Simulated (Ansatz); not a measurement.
Ligand exchange: C3H5N + In(CH3)F2 → C2H2FN + In(CH3)2F

Species: C3H5N `CCC#N`, singlet; In(CH3)F2, singlet; C2H2FN `N#CCF`, singlet; In(CH3)2F, singlet. The partners trade CH3 for F: C–CH3 and In–F bonds give way to C–F and In–CH3.

Shapes, held fixed at every level: PBE0-D4/def2-TZVP. Programs: Ansatz 0.2.0. Electronic energies: no zero-point or thermal term.

```
             level                    kind  ΔE (kJ/mol)  less CCSD(T)/def2-TZVPP  CPU time (sum over the molecules)
       HF/def2-SVP            Hartree–Fock       +150.7                     +9.2                                  –
  SPW92/def2-TZVPP                     LDA       +134.1                     -7.4                               11 s
PBE0-D4/def2-TZVPP           global hybrid       +143.3                     +1.8                               23 s
wB97M-V/def2-TZVPP  range-separated hybrid       +144.3                     +2.8                               89 s
wB97X-V/def2-TZVPP  range-separated hybrid       +147.9                     +6.4                               63 s
 B2PLYP/def2-TZVPP           double hybrid       +147.1                     +5.6                               41 s
   CCSD/def2-TZVPP   coupled cluster or CI       +142.1                     +0.6                                  –
CCSD(T)/def2-TZVPP   coupled cluster or CI       +141.5                      0.0                             15 min
```

The highest level, CCSD(T)/def2-TZVPP, gives ΔE = +141.5 kJ/mol; the levels span +134.1 to +150.7. The column of differences is taken from that level and isn't an error. No measured value is set beside it here. For atoms past krypton def2 sets carry core potentials with scalar relativity. Outer-core shells of In are correlated, in sets that cover them unevenly. Times are processor times on shared x86 and Arm servers, and rough.

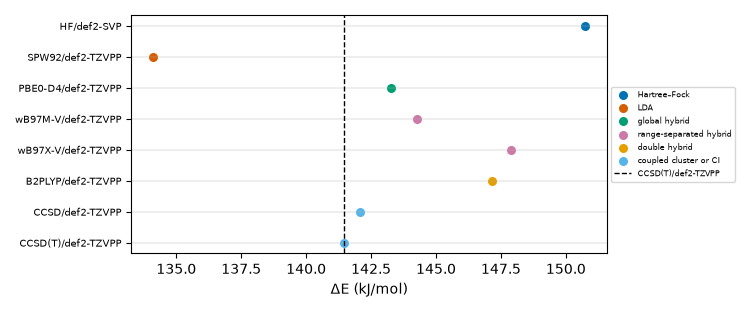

The values of the table, level by level.
